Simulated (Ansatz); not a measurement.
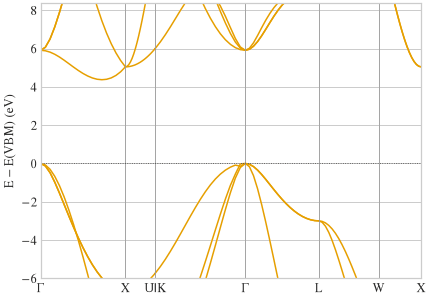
Band structure from DFT-r²SCAN+D4 in the program Ansatz with PAW potentials

### Question
Read off the gap and where the band edges lie.

### Answer
About 4.4 eV (4.37 eV by a search for the band edges); maximum at Γ, minimum on the Γ–X line, 72 % of the way from Γ.

The material is C (diamond, Fd-3m).

Symmetry was held in the r²SCAN+D4 relaxation.

Potentials: the later of the program's two PAW sets.
